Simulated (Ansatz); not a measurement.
**C4H7F: shape, modes and thermochemistry**

Aim: relax C4H7F from a cheap starting geometry, check the end point by its vibrations and derive ideal-gas thermochemistry.

Program: Ansatz 0.2.0, Gaussian basis. Level of theory: RKS PBE0-D4/def2-TZVP. These are calculated values, not measurements.

Plan: relaxation at PBE-D4/def2-SVP; relaxation at PBE0-D4/def2-TZVP; harmonic vibrations at the same level.

1 further run of the same task is left out (set aside as unsound or not needed).

## Step 1: The starting structure

12 atoms, charge 0, spin multiplicity 1.

Atoms are counted from 1 here; the program's logs count them from 0.

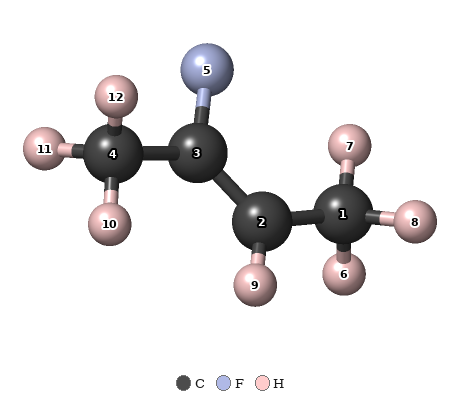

Start geometry, drawn with carbon dark grey, fluorine light blue, hydrogen pink; atoms are numbered from 1 in the order of the file.

The start is a force-field geometry with small random shifts, so a cheaper pass at PBE-D4/def2-SVP comes first.

## Step 2: Relaxation at PBE-D4/def2-SVP (cheap first pass)

File in.yaml:

```yaml
crystal:
  periodic: [false, false, false]
  atoms:
    - {symbol: C, position_ang: [-1.077200, 1.492000, -0.375100]}
    - {symbol: C, position_ang: [-0.379500, 0.248500, -0.510900]}
    - {symbol: C, position_ang: [0.329600, -0.286600, 0.456700]}
    - {symbol: C, position_ang: [1.184100, -1.563000, 0.338300]}
    - {symbol: F, position_ang: [0.443100, 0.357300, 1.635300]}
    - {symbol: H, position_ang: [-2.192800, 1.378100, -0.557500]}
    - {symbol: H, position_ang: [-0.982200, 2.000800, 0.602200]}
    - {symbol: H, position_ang: [-0.732100, 2.264700, -1.146200]}
    - {symbol: H, position_ang: [-0.447300, -0.241000, -1.424900]}
    - {symbol: H, position_ang: [0.989800, -2.026800, -0.622700]}
    - {symbol: H, position_ang: [0.745000, -2.286300, 1.113300]}
    - {symbol: H, position_ang: [2.196700, -1.393000, 0.525600]}
basis:
  gaussian: {orbitals: def2-SVP}
hamiltonian: {xc: pbe, dispersion: d4}
relax: {f_tol: 0.03, max_steps: 200}
```

On the command line:

```console
> ansatz run in.yaml --threads 4 --pin off --events-out ev --progress --plain --max-ram 10444MiB
```

What it wrote, cut to the lines that bear on the results:

```text
Functional definition: PBE
  name "PBE"
  cite "Perdew, Burke & Ernzerhof, Phys. Rev. Lett. 77, 3865 (1996) doi:10.1103/PhysRevLett.77.3865"
  parent pbe
[...]
1186 factors; their error is unknown
[...]
mean field -6964.64238383 eV, -255.9458868015 hartree, gradient 2.4e-5 eV, S^2 0.000000; 0 other end points of the search recorded, 0 dependent functions left out
[...]
reference -6964.64241508 eV, -255.9458879499 hartree; 20, 20 occupied and 85, 85 virtual orbitals, 1186 factors
relax step   1: F+E_penalty+E_count = -6964.83601140 eV  Δ(F+E_penalty+E_count) = +0.000e0 eV  max|allowed force component| = 4.111e0 eV/Å  Δτ_max = 0.0000 Å  (29 SCF iters, accepted)
[...]
relax step   4: F+E_penalty+E_count = -6965.25789869 eV  Δ(F+E_penalty+E_count) = -6.373e-3 eV  max|allowed force component| = 7.449e-2 eV/Å  Δτ_max = 0.0285 Å  (31 SCF iters, accepted)
[...]
relax step   5: F+E_penalty+E_count = -6965.25874637 eV  Δ(F+E_penalty+E_count) = -8.477e-4 eV  max|allowed force component| = 2.247e-2 eV/Å  Δτ_max = 0.0089 Å  (33 SCF iters, accepted)
1186 factors; their error is unknown
[...]
mean field -6965.06742852 eV, -255.9615069060 hartree, gradient 1.9e-5 eV, S^2 0.000000; 1 other end points of the search recorded, 0 dependent functions left out
[...]
reference -6965.06746025 eV, -255.9615080718 hartree; 20, 20 occupied and 85, 85 virtual orbitals, 1186 factors
Total energy: -6965.25877809 eV, -255.9685388729 hartree
Atom 0 at    -1.123256     1.559356    -0.391006 Å, force    -0.000204     0.002826     0.005529 eV/Å
Atom 1 at    -0.379699     0.266634    -0.532962 Å, force    -0.014059     0.017555    -0.013688 eV/Å
Atom 2 at     0.368271    -0.302799     0.431052 Å, force    -0.010251    -0.017818    -0.005464 eV/Å
Atom 3 at     1.132916    -1.582566     0.369375 Å, force     0.013641     0.018618    -0.010142 eV/Å
Atom 4 at     0.484722     0.307632     1.642528 Å, force     0.003716    -0.002934    -0.007187 eV/Å
Atom 5 at    -2.213911     1.421298    -0.555397 Å, force     0.001866    -0.003551     0.000691 eV/Å
Atom 6 at    -0.980642     1.996200     0.615602 Å, force     0.001654    -0.004870    -0.003344 eV/Å
Atom 7 at    -0.786688     2.306523    -1.141893 Å, force     0.003082    -0.000118    -0.001231 eV/Å
Atom 8 at    -0.439430    -0.271595    -1.493153 Å, force     0.009654    -0.000137     0.022475 eV/Å
Atom 9 at     1.024185    -2.060960    -0.621630 Å, force     0.005355    -0.001190     0.008453 eV/Å
Atom 10 at     0.778291    -2.290459     1.148087 Å, force    -0.002938    -0.003214     0.006270 eV/Å
Atom 11 at     2.212442    -1.404562     0.563497 Å, force    -0.011516    -0.005168    -0.002362 eV/Å
Dipole moment:     0.013275    -0.154561    -0.200102 e Å
```

Wall time 3 s (4 threads of Intel Xeon 6975P-C, shared host).

The steps of the relaxation:

| step | energy from step 1 (eV) | largest force component (eV/Å) |
| --- | --- | --- |
| 1 | 0.0000 | 4.1110 |
| 2 | -0.3604 | 1.2737 |
| 3 | -0.4155 | 0.2629 |
| 4 | -0.4219 | 0.0745 |
| 5 | -0.4227 | 0.0225 |

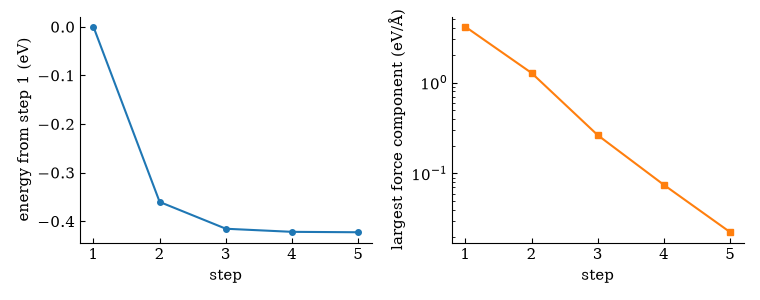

Energy and force, step by step.

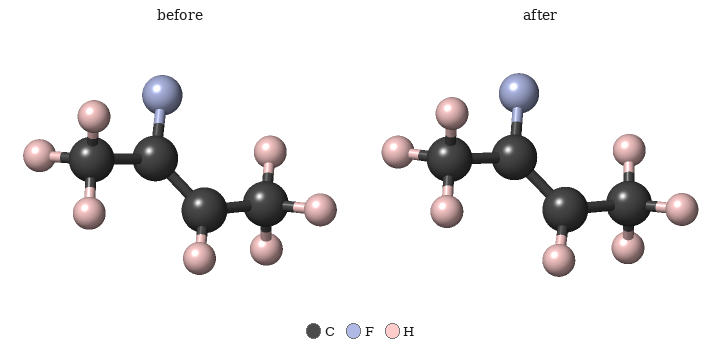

The geometry before (left) and after (right).

Distances of close pairs at the start and the end, largest changes first:

| bond | before (Å) | after (Å) | change (Å) |
| --- | --- | --- | --- |
| C4–H12 | 1.044 | 1.111 | +0.067 |
| C1–C2 | 1.432 | 1.498 | +0.066 |
| C2–H9 | 1.039 | 1.102 | +0.063 |
| C3–C4 | 1.541 | 1.492 | -0.049 |
| C4–H11 | 1.147 | 1.111 | -0.037 |
| C1–H8 | 1.145 | 1.111 | -0.033 |
| C2–C3 | 1.314 | 1.346 | +0.033 |
| C1–H6 | 1.136 | 1.112 | -0.025 |

## Step 3: Geometry optimisation, PBE0-D4/def2-TZVP

File in.yaml:

```yaml
crystal:
  periodic: [false, false, false]
  atoms:
    - {symbol: C, position_ang: [-1.123256, 1.559356, -0.391006]}
    - {symbol: C, position_ang: [-0.379699, 0.266634, -0.532962]}
    - {symbol: C, position_ang: [0.368271, -0.302799, 0.431052]}
    - {symbol: C, position_ang: [1.132916, -1.582566, 0.369375]}
    - {symbol: F, position_ang: [0.484722, 0.307632, 1.642528]}
    - {symbol: H, position_ang: [-2.213911, 1.421298, -0.555397]}
    - {symbol: H, position_ang: [-0.980642, 1.996200, 0.615602]}
    - {symbol: H, position_ang: [-0.786688, 2.306523, -1.141893]}
    - {symbol: H, position_ang: [-0.439430, -0.271595, -1.493153]}
    - {symbol: H, position_ang: [1.024185, -2.060960, -0.621630]}
    - {symbol: H, position_ang: [0.778291, -2.290459, 1.148087]}
    - {symbol: H, position_ang: [2.212442, -1.404562, 0.563497]}
basis:
  gaussian: {orbitals: def2-TZVP}
hamiltonian: {xc: pbe0, dispersion: d4}
relax: {f_tol: 0.005, max_steps: 150}
```

Launched as before.

What it wrote, cut to the lines that bear on the results:

```text
Functional definition: PBE0
  name "PBE0"
  cite "Adamo & Barone, J. Chem. Phys. 110, 6158 (1999) doi:10.1063/1.478522"
  cite "Perdew, Burke & Ernzerhof, Phys. Rev. Lett. 77, 3865 (1996) doi:10.1103/PhysRevLett.77.3865"
  parent pbe
[...]
1184 factors; their error is unknown
[...]
mean field -6973.60239095 eV, -256.2751609898 hartree, gradient 1.9e-5 eV, S^2 0.000000; 0 other end points of the search recorded, 0 dependent functions left out
[...]
reference -6973.60242196 eV, -256.2751621295 hartree; 20, 20 occupied and 177, 177 virtual orbitals, 1184 factors
relax step   1: F+E_penalty+E_count = -6973.76189374 eV  Δ(F+E_penalty+E_count) = +0.000e0 eV  max|allowed force component| = 6.451e-1 eV/Å  Δτ_max = 0.0000 Å  (28 SCF iters, accepted)
[...]
Atom 2 at     0.362608    -0.301208     0.424556 Å, force     0.001720    -0.001043     0.001875 eV/Å
Atom 3 at     1.123328    -1.569843     0.364071 Å, force    -0.002035     0.003525     0.001393 eV/Å
Atom 4 at     0.483891     0.299888     1.629793 Å, force     0.000107    -0.001227    -0.001243 eV/Å
Atom 5 at    -2.186224     1.402310    -0.552848 Å, force     0.000159    -0.000313     0.000191 eV/Å
Atom 6 at    -0.979967     1.985254     0.602193 Å, force     0.000349    -0.000052     0.000427 eV/Å
Atom 7 at    -0.775144     2.275757    -1.130655 Å, force     0.000288    -0.000126     0.000297 eV/Å
Atom 8 at    -0.430554    -0.268341    -1.463285 Å, force     0.000133    -0.000763    -0.000829 eV/Å
Atom 9 at     1.012099    -2.036339    -0.614011 Å, force    -0.000124    -0.000230    -0.000541 eV/Å
Atom 10 at     0.769751    -2.265850     1.130102 Å, force    -0.000100    -0.000380    -0.000119 eV/Å
Atom 11 at     2.185703    -1.389099     0.550921 Å, force     0.000606    -0.000195    -0.000329 eV/Å
Dipole moment:    -0.000966    -0.159580    -0.243756 e Å
```

Wall time 8 s (4 threads of Intel Xeon 6975P-C, shared host); peak memory 0.47 GiB.

Along the way:

| step | energy from step 1 (eV) | largest force component (eV/Å) |
| --- | --- | --- |
| 1 | 0.0000 | 0.6451 |
| 2 | -0.0531 | 0.1621 |
| 3 | -0.0571 | 0.0196 |
| 4 | -0.0571 | 0.0175 |
| 5 | -0.0571 | 0.0035 |

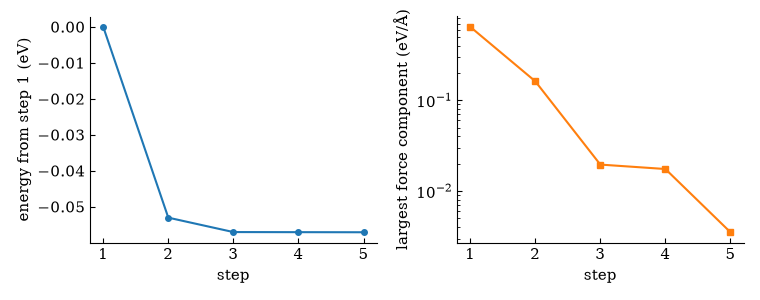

Energy and largest force along the relaxation.

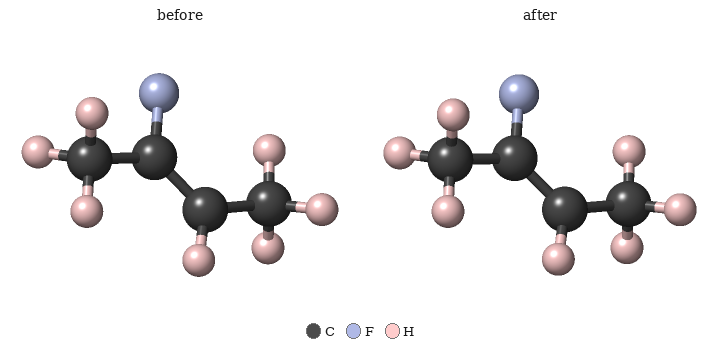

Before and after, at one scale.

Close pairs (by a distance rule), those that changed most:

| bond | before (Å) | after (Å) | change (Å) |
| --- | --- | --- | --- |
| C2–C3 | 1.346 | 1.324 | -0.022 |
| C2–H9 | 1.102 | 1.085 | -0.018 |
| C4–H12 | 1.111 | 1.094 | -0.017 |
| C1–H6 | 1.112 | 1.094 | -0.017 |
| C1–H8 | 1.111 | 1.094 | -0.017 |
| C1–H7 | 1.107 | 1.090 | -0.017 |
| C4–H11 | 1.111 | 1.094 | -0.017 |
| C4–H10 | 1.106 | 1.089 | -0.016 |

Mulliken charges at the end point, from the run's report:

| atom | value (e) |
| --- | --- |
| C1 | -0.34 |
| C2 | -0.22 |
| C3 | 0.20 |
| C4 | -0.36 |
| F5 | -0.21 |
| H6 | 0.13 |
| H7 | 0.14 |
| H8 | 0.13 |
| H9 | 0.12 |
| H10 | 0.13 |
| H11 | 0.14 |
| H12 | 0.14 |

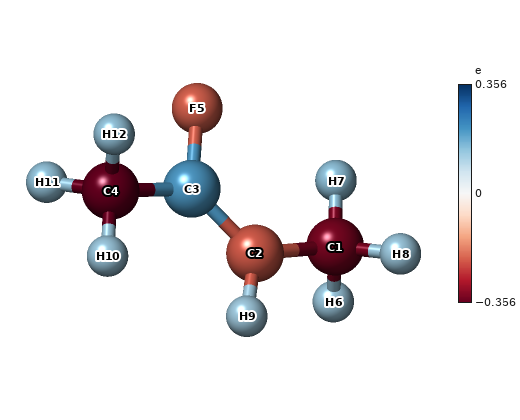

Mulliken charges at the end point, from the run's report, as colours on the atoms.

## Step 4: Harmonic vibrations

File in.yaml:

```yaml
crystal:
  periodic: [false, false, false]
  atoms:
    - {symbol: C, position_ang: [-1.114534, 1.548417, -0.386878]}
    - {symbol: C, position_ang: [-0.373755, 0.263757, -0.519858]}
    - {symbol: C, position_ang: [0.362608, -0.301208, 0.424556]}
    - {symbol: C, position_ang: [1.123328, -1.569843, 0.364071]}
    - {symbol: F, position_ang: [0.483891, 0.299888, 1.629793]}
    - {symbol: H, position_ang: [-2.186224, 1.402310, -0.552848]}
    - {symbol: H, position_ang: [-0.979967, 1.985254, 0.602193]}
    - {symbol: H, position_ang: [-0.775144, 2.275757, -1.130655]}
    - {symbol: H, position_ang: [-0.430554, -0.268341, -1.463285]}
    - {symbol: H, position_ang: [1.012099, -2.036339, -0.614011]}
    - {symbol: H, position_ang: [0.769751, -2.265850, 1.130102]}
    - {symbol: H, position_ang: [2.185703, -1.389099, 0.550921]}
basis:
  gaussian: {orbitals: def2-TZVP}
hamiltonian: {xc: pbe0, dispersion: d4}
phonons: {temperatures: {t_min: 298.15, t_max: 900, t_step: 200}}
```

Launched as before.

What it wrote, cut to the lines that bear on the results:

```text
Functional definition: PBE0
  name "PBE0"
  cite "Adamo & Barone, J. Chem. Phys. 110, 6158 (1999) doi:10.1063/1.478522"
  cite "Perdew, Burke & Ernzerhof, Phys. Rev. Lett. 77, 3865 (1996) doi:10.1103/PhysRevLett.77.3865"
  parent pbe
[...]
1184 factors; their error is unknown
[...]
mean field -6973.65848310 eV, -256.2772223385 hartree, gradient 3.5e-5 eV, S^2 0.000000; 0 other end points of the search recorded, 0 dependent functions left out
[...]
reference -6973.65851378 eV, -256.2772234660 hartree; 20, 20 occupied and 177, 177 virtual orbitals, 1184 factors
[...]
1184 factors; their error is unknown
mean field -6973.65830449 eV, -256.2772157745 hartree, gradient 2.7e-6 eV, S^2 0.000000; 0 other end points of the search recorded, 0 dependent functions left out
[...]
reference -6973.65833517 eV, -256.2772169022 hartree; 20, 20 occupied and 177, 177 virtual orbitals, 1184 factors
[...]
Atom 5 at    -2.186224     1.402310    -0.552848 Å, force     0.000152    -0.000316     0.000191 eV/Å
Atom 6 at    -0.979967     1.985254     0.602193 Å, force     0.000351    -0.000054     0.000438 eV/Å
Atom 7 at    -0.775144     2.275757    -1.130655 Å, force     0.000289    -0.000128     0.000294 eV/Å
Atom 8 at    -0.430554    -0.268341    -1.463285 Å, force     0.000133    -0.000756    -0.000818 eV/Å
Atom 9 at     1.012099    -2.036339    -0.614011 Å, force    -0.000126    -0.000224    -0.000538 eV/Å
Atom 10 at     0.769751    -2.265850     1.130102 Å, force    -0.000097    -0.000375    -0.000122 eV/Å
Atom 11 at     2.185703    -1.389099     0.550921 Å, force     0.000601    -0.000192    -0.000328 eV/Å
Dipole moment:    -0.000966    -0.159579    -0.243755 e Å
Vibrations: 136.93 194.37 241.84 243.46 395.22 553.46 580.06 825.09 828.68 971.22 1042.58 1056.89 1066.67 1129.38 1233.83 1336.79 1406.32 1415.51 1460.65 1475.81 1479.77 1486.93 1798.28 3043.67 3049.46 3094.00 3108.13 3149.73 3158.18 3195.52 cm⁻¹, zero-point energy 2.737475 eV
```

Run time: 74 s. Hardware: 4 threads of Intel Xeon 6975P-C, shared host; peak memory 0.47 GiB.

Motions are named by where the mode's potential energy lies. The modes, unscaled (a negative number is an imaginary wavenumber):

| mode | cm⁻¹ | motion |
| --- | --- | --- |
| 1 | 137 | torsion |
| 2 | 194 | torsion |
| 3 | 242 | torsion |
| 4 | 243 | bend |
| 5 | 395 | bend |
| 6 | 553 | torsion |
| 7 | 580 | bend |
| 8 | 825 | torsion |
| 9 | 829 | C–C and C–F stretch |
| 10 | 971 | bend with C–F stretch |
| 11 | 1043 | bend |
| 12 | 1057 | bend with torsion |
| 13 | 1067 | bend with torsion |
| 14 | 1129 | C–C stretch with bend |
| 15 | 1234 | bend with C–C stretch |
| 16 | 1337 | bend |
| 17 | 1406 | bend |
| 18 | 1416 | bend |
| 19 | 1461 | bend |
| 20 | 1476 | bend |
| 21 | 1480 | bend |
| 22 | 1487 | bend |
| 23 | 1798 | C–C stretch |
| 24 | 3044 | C–H stretch |
| 25 | 3049 | C–H stretch |
| 26 | 3094 | C–H stretch |
| 27 | 3108 | C–H stretch |
| 28 | 3150 | C–H stretch |
| 29 | 3158 | C–H stretch |
| 30 | 3196 | C–H stretch |

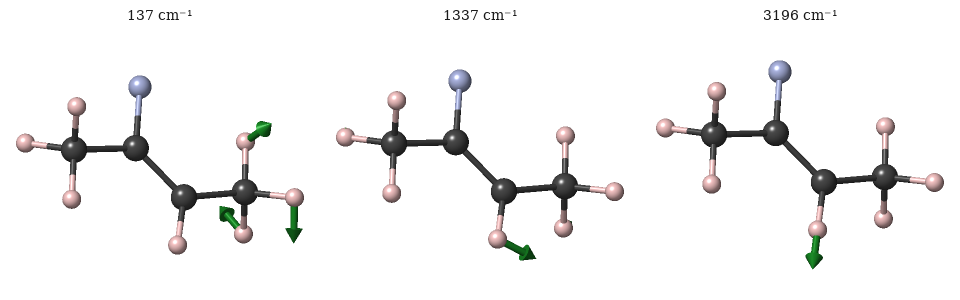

Displacements of 3 modes, as arrows.

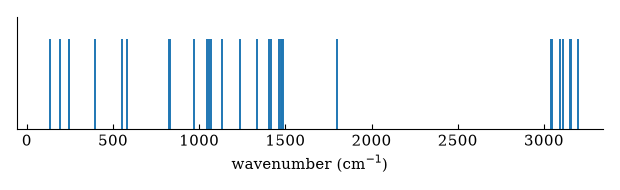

The harmonic wavenumbers as sticks (no intensities were computed).

From these modes and the moments of inertia (298.15 K, 1 bar, symmetry number 1):

| term | value |
| --- | --- |
| zero-point energy | 63.1 kcal/mol |
| H(298) − E | 67.5 kcal/mol |
| entropy, translation | 162.6 J/(mol K) |
| entropy, rotation | 107.3 J/(mol K) |
| entropy, vibration | 48.2 J/(mol K) |
| entropy, total | 318.0 J/(mol K) |

## Step 5: What came out

```
                  quantity            value
               point group               Cs
                     steps            5 + 5
shift from the start (rms)          0.046 Å
              total energy    -6973.8191 eV
           dispersion term         -161 meV
             dipole moment           1.40 D
lowest, highest wavenumber   137, 3196 cm⁻¹
         zero-point energy    63.1 kcal/mol
       entropy at 298.15 K  318.0 J/(mol K)
```

The relaxed geometry lies 0.05 Å (rms) from the start; the bond that changed most is C3–C4, from 1.541 to 1.480 Å. No mode is imaginary: a true minimum at this level. The stiffest mode, 3196 cm⁻¹, is a C–H stretch, and 2 modes under 200 cm⁻¹ make the vibrational entropy uncertain. Harmonic hybrid wavenumbers usually lie a few per cent above measured fundamentals. The largest Mulliken charge, -0.36 e, sits on C4.
